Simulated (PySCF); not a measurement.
C4H2ClFO2S2 (SMILES O=S(=O)(Cl)c1sccc1F)

The calculation's input:

```
{"job": {"kind": "uv", "xc": "CAM-B3LYP", "basis": "def2-SVPD", "nstates": 8, "ntriplets": 3}, "charge": 0, "multiplicity": 1}
O      2.421923     1.541259    -0.853769
S      2.109915     0.410858    -0.045357
O      2.657212     0.293452     1.260402
Cl     2.660885    -1.241338    -1.085605
C      0.367122     0.227997    -0.036544
S     -0.531083     1.166820    -1.146535
C     -1.992411     0.443502    -0.606622
C     -1.799148    -0.480447     0.375258
C     -0.430686    -0.604198     0.695108
F      0.038280    -1.446329     1.607520
H     -2.926441     0.738009    -1.042133
H     -2.574370    -1.050271     0.852250
```

Command:

```sh
OMP_NUM_THREADS=1 python probes_run.py task.json out
```

Geometry: GFN2-xTB.

All numbers below come from CAM-B3LYP/def2-SVPD, SCF density, gas phase in PySCF.

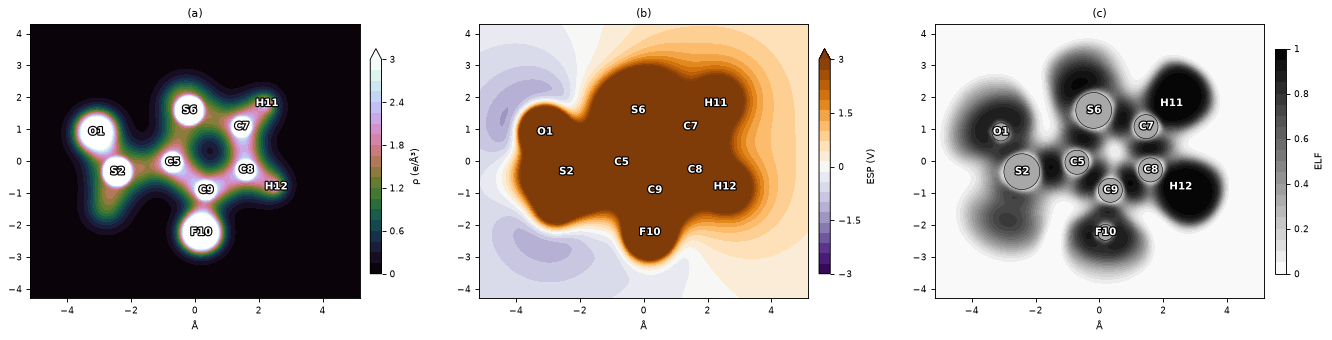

Figure 1. (a) total electron density; (b) molecular electrostatic potential; (c) electron localisation function on the plane of atoms S6, C7 and C8. Grey discs cover the atomic cores in the ELF map.

Question: Read the bonding off the picture.

Answer:
- Atoms in the plane: O, S, C, F and H.
- C–F (1.33 Å): ρ is about 2.4 e/Å³ halfway; the ELF peaks at about 0.85 between the atoms (a shared but strongly polarised pair).
- C–C (1.36 Å): ρ is about 2.2 e/Å³ halfway; the ELF peaks at about 0.95 between the atoms, as expected for localised, covalent bonding.
- S–O (1.42 Å): ρ at the midpoint is about 2.4 e/Å³; the ELF peaks at about 0.85 between the atoms: a polar covalent bond.
- C–S (1.71 Å): the density is about 1.5 e/Å³ at the midpoint; the ELF peaks at about 0.90 between the atoms (localised, covalent bonding).
- C–H (1.07 Å): ρ is about 2.1 e/Å³ halfway; the ELF climbs to about 1 towards the hydrogen, as it does in any bond to H; a covalent bond by its length.
- The ELF also peaks beside F10, O1 and S6, away from the bonds: lone-pair regions.
- Outside the dense part of the molecule the potential is most negative (−1.3 V) near O1.

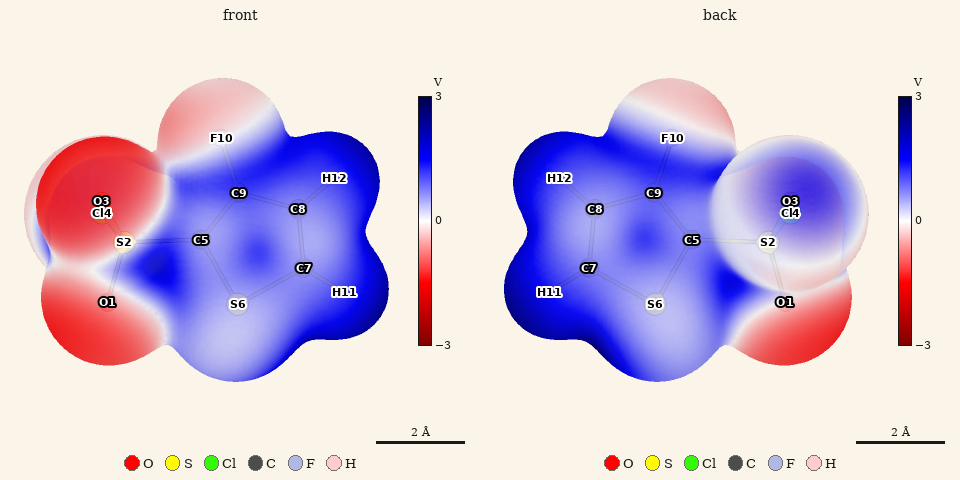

Figure 2. The molecular electrostatic potential painted on the density surface at 0.004 e/bohr³, seen from the front and from behind; red is negative and blue positive.

Question: Describe the electrostatic potential map.

Answer: The most negative region (about −1.4 V) lies over O1 and O3, the most positive (about +2.4 V) over S6, C7 and H11. Cl4 shows a σ-hole: about +1.2 V at the tip opposite its bond, against about −0.1 V on its flanks.

Question: How polar is the molecule by this calculation?

Answer: Its dipole moment is 5.56 D.
